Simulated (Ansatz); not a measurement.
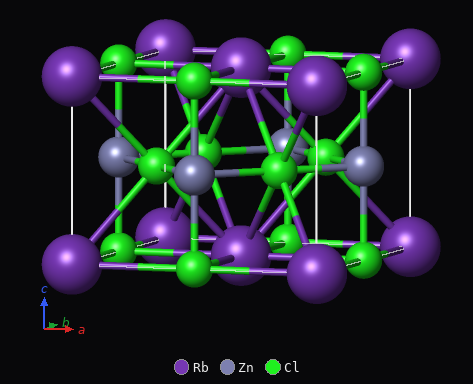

Crystal structure, ball-and-stick style, seen slightly off an axis. Lines trace the edges of the conventional unit cell.

RbZnCl$_{3}$, space group Cmmm (No. 65), a = 6.809 Å, b = 7.158 Å, c = 4.938 Å, α = 90.00°, β = 90.00°, γ = 90.00°. Source of the structure: a structure type filled with these elements by a generator (whether the compound takes this form wasn't checked). The cell was then strained or its atoms displaced on purpose. It went into a calculation with Ansatz.

This one geometry was computed with Ansatz (DFT, plane waves, PAW) at three levels of theory: r2SCAN, HSE06 and PBE. It was relaxed with r2SCAN and then strained.

Which level gives the highest pressure at this volume, and what does that say about its equilibrium volume?

Answer. Highest: PBE (1.7 GPa), which points to the largest equilibrium volume. Lowest, with the smallest volume: r2SCAN (0.1 GPa). Levels within 0.5 GPa of each other can't be told apart.

How does the band gap change with the level of theory?

Answer. PBE: a gap of 1.42 eV, indirect; r2SCAN: a gap of 2.07 eV, indirect; HSE06: a gap of 2.90 eV, indirect.

Collect the results in a table.

Answer.
| level | cutoff (eV) | k-mesh of the run's cell | gap (eV) | pressure (GPa) |
| --- | --- | --- | --- | --- |
| r2SCAN | 500 | 6×6×6 | 2.07 | 0.1 |
| HSE06 | 420 | 4×4×4 | 2.90 | 0.9 |
| PBE | 420 | 6×6×6 | 1.42 | 1.7 |

Gaps are taken on the k-mesh or band path of each run.
